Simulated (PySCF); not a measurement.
# C5H7F2 radical: open-shell or spin-flip excitations

Wanted: open-shell or spin-flip excitations for C5H7F2 radical (`F[C@@H]1CC[CH][C@@H]1F`).

Computed with PySCF 2.14.0 and routines of our own; the level stands in each step. Atoms count from 0.

## 1. The system as given

14 atoms, charge 0, multiplicity 2; geometry from: GFN2-xTB.

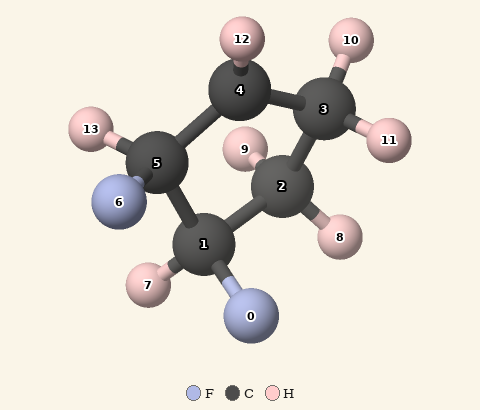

The starting geometry (fluorine light blue, carbon dark grey, hydrogen pink).

## 2. Open-shell or spin-flip excitations: unrestricted TDDFT wB97X-D/def2-SVPD

What the job is given:

```
{"job": {"kind": "uabs", "xc": "wB97X-D", "basis": "def2-SVPD", "nstates": 10, "tda": false}, "charge": 0, "multiplicity": 2}
F     -1.115758    -1.272206     1.161815
C     -0.880653    -0.777470    -0.099133
C      0.593023    -0.968539    -0.454411
C      1.299478     0.200595     0.247160
C      0.277614     1.267788     0.292523
C     -1.051818     0.758122    -0.099202
F     -2.072454     1.173029     0.734346
H     -1.580312    -1.294408    -0.763432
H      0.949809    -1.940824    -0.119936
H      0.710793    -0.897589    -1.535260
H      2.213282     0.510418    -0.268039
H      1.596975    -0.090050     1.264323
H      0.422982     2.237693     0.723480
H     -1.363639     1.092968    -1.106401
```

Level: unrestricted TDDFT wB97X-D/def2-SVPD, vertical, gas phase, core orbitals frozen in the response.

Run with:

```console
$ OMP_NUM_THREADS=1 python excited_run.py task.json out
```

The driver reads the jobs from task.json and runs them one after another.

Output:

```text
coarse grid: 11944 points
cycle   1  E = -393.8291345900  dE =  1.094e+00  |g| = 4.698e-01  |ddm| = 3.759e+00
cycle   2  E = -393.8203307988  dE =  8.804e-03  |g| = 5.574e-01  |ddm| = 1.035e+00
cycle   3  E = -393.9181306364  dE = -9.780e-02  |g| = 3.895e-02  |ddm| = 5.241e-01
cycle   4  E = -393.9190892417  dE = -9.586e-04  |g| = 1.767e-02  |ddm| = 1.064e-01
cycle   5  E = -393.9193382589  dE = -2.490e-04  |g| = 6.053e-03  |ddm| = 6.184e-02
cycle   6  E = -393.9193833594  dE = -4.510e-05  |g| = 2.022e-03  |ddm| = 2.272e-02
cycle   7  E = -393.9193911770  dE = -7.818e-06  |g| = 1.014e-03  |ddm| = 1.268e-02
final grid: 116856 points
cycle   8  E = -393.9765784943  dE = -1.426e-04  |g| = 6.462e-03  |ddm| = 1.360e-01
cycle   9  E = -393.9765763223  dE =  2.172e-06  |g| = 7.724e-03  |ddm| = 2.207e-02
cycle  10  E = -393.9765947733  dE = -1.845e-05  |g| = 3.933e-04  |ddm| = 6.524e-03
cycle  11  E = -393.9765949158  dE = -1.425e-07  |g| = 2.404e-04  |ddm| = 2.255e-03
cycle  12  E = -393.9765949498  dE = -3.398e-08  |g| = 7.152e-05  |ddm| = 5.119e-04
cycle  13  E = -393.9765949559  dE = -6.121e-09  |g| = 3.325e-05  |ddm| = 2.267e-04
cycle  14  E = -393.9765949567  dE = -7.952e-10  |g| = 1.388e-05  |ddm| = 9.156e-05
converged SCF energy = -393.9765949567

Static polarisability (au): isotropic 57.177, principal 51.374 58.405 61.753

<S^2> of the reference = 0.7547 (exact 0.7500)

Excitations
state   eV       nm        f      <S^2>   main configurations
  1   5.7099    217.1   0.00052   0.792   Hb->Lb 0.54, H-2b->Lb 0.22, H-1b->Lb 0.18
  2   5.8641    211.4   0.00608   0.784   Ha->La 0.81, Ha->L+2a 0.13
  3   6.2541    198.2   0.00257   0.836   H-2b->Lb 0.38, Hb->Lb 0.34, H-1b->Lb 0.10
  4   6.4047    193.6   0.00828   0.783   Ha->L+1a 0.46, H-4b->Lb 0.27, Ha->L+4a 0.10
  5   6.5442    189.5   0.01146   0.778   H-4b->Lb 0.36, Ha->L+1a 0.23, H-3b->Lb 0.13
  6   6.7908    182.6   0.00375   0.795   Ha->L+2a 0.38, H-1b->Lb 0.24, H-2b->Lb 0.13
  7   6.8225    181.7   0.00190   0.803   H-1b->Lb 0.38, Ha->L+2a 0.26, H-2b->Lb 0.19
  8   7.2357    171.4   0.00491   0.800   Ha->L+4a 0.47, Ha->L+3a 0.25, Ha->L+1a 0.11
  9   7.3666    168.3   0.01380   0.809   H-3b->Lb 0.69, H-4b->Lb 0.22
 10   7.6222    162.7   0.04456   0.800   Ha->L+6a 0.45, Ha->L+3a 0.27, Ha->L+5a 0.10
```

Wall time 86 s (1 thread of Arm Neoverse V1, shared host); peak memory 0.75 GiB.

From this job:

| quantity | value |
| --- | --- |
| ⟨S²⟩ | 0.755 |

Löwdin spin populations:

F0 0.00; C1 0.01; C2 0.00; C3 0.07; C4 0.68; C5 0.06; F6 0.03; H7 0.00; H8 0.00; H9 0.00; H10 0.02; H11 0.04; H12 0.04; H13 0.04

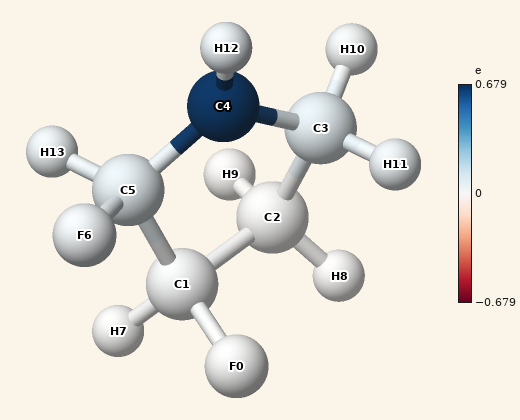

Löwdin spin populations, as colours on the atoms.

With diffuse functions Löwdin's scheme smears the spin, so small populations can have the wrong sign.

## 3. Open-shell or spin-flip excitations: unrestricted TDDFT BP86/6-31G

The job, as its differences from that of step 2:

```diff
@@ -1,2 +1,2 @@
-{"job": {"kind": "uabs", "xc": "wB97X-D", "basis": "def2-SVPD", "nstates": 10, "tda": false}, "charge": 0, "multiplicity": 2}
+{"job": {"kind": "uabs", "xc": "BP86", "basis": "6-31G", "nstates": 10, "tda": false, "scf": {"conv": 1e-06, "fallback": true}, "grid": 3}, "charge": 0, "multiplicity": 2}
 F     -1.115758    -1.272206     1.161815
```

Method: unrestricted TDDFT BP86/6-31G, vertical, gas phase, core orbitals frozen in the response.

Output:

```text
final grid: 167776 points
cycle   1  E = -394.1476236140  dE =  8.403e-01  |g| = 5.295e-01  |ddm| = 2.513e+00
cycle   2  E = -393.9065310433  dE =  2.411e-01  |g| = 1.002e+00  |ddm| = 1.778e+00
cycle   3  E = -394.2522917202  dE = -3.458e-01  |g| = 1.083e-01  |ddm| = 1.216e+00
cycle   4  E = -394.2578921876  dE = -5.600e-03  |g| = 2.958e-02  |ddm| = 1.665e-01
cycle   5  E = -394.2583100645  dE = -4.179e-04  |g| = 7.249e-03  |ddm| = 4.265e-02
cycle   6  E = -394.2583356065  dE = -2.554e-05  |g| = 2.900e-03  |ddm| = 1.220e-02
cycle   7  E = -394.2583394775  dE = -3.871e-06  |g| = 9.410e-04  |ddm| = 4.912e-03
cycle   8  E = -394.2583397686  dE = -2.911e-07  |g| = 5.617e-04  |ddm| = 1.607e-03
converged SCF energy = -394.2583397686

Static polarisability (au): isotropic 48.720, principal 42.526 49.794 53.840

<S^2> of the reference = 0.7529 (exact 0.7500)

Excitations
state   eV       nm        f      <S^2>   main configurations
  1   4.4761    277.0   0.00382   0.769   Hb->Lb 0.98
  2   4.8132    257.6   0.00149   0.772   H-1b->Lb 0.98
  3   4.9372    251.1   0.00129   0.770   H-2b->Lb 1.00
  4   5.7220    216.7   0.00279   0.769   H-3b->Lb 0.98
  5   5.8008    213.7   0.01642   0.772   Ha->La 0.96
  6   6.1385    202.0   0.00140   0.772   Ha->L+1a 0.69, H-4b->Lb 0.29
  7   6.2243    199.2   0.00524   0.768   H-4b->Lb 0.65, Ha->L+1a 0.29
  8   6.5374    189.7   0.00549   0.770   H-5b->Lb 0.93
  9   7.1570    173.2   0.00520   0.772   H-6b->Lb 0.85, Ha->L+2a 0.11
 10   7.2538    170.9   0.01055   0.780   Ha->L+2a 0.84, H-6b->Lb 0.12
```

Run time: 21 s. Hardware: 1 thread of Arm Neoverse V1, shared host; peak memory 0.46 GiB.

In short:

| quantity | value |
| --- | --- |
| ⟨S²⟩ | 0.753 |

## 4. What came out

```
                                                                                            quantity                        value
lowest and brightest state of nearly pure spin, of 10 (step 2, unrestricted TDDFT wB97X-D/def2-SVPD)  5.71 eV; 7.62 eV, f = 0.045
       lowest and brightest state of nearly pure spin, of 10 (step 3, unrestricted TDDFT BP86/6-31G)  4.48 eV; 5.80 eV, f = 0.016
```

**Reading.** The lowest state of nearly pure spin runs from 4.48 to 5.71 eV over the runs.
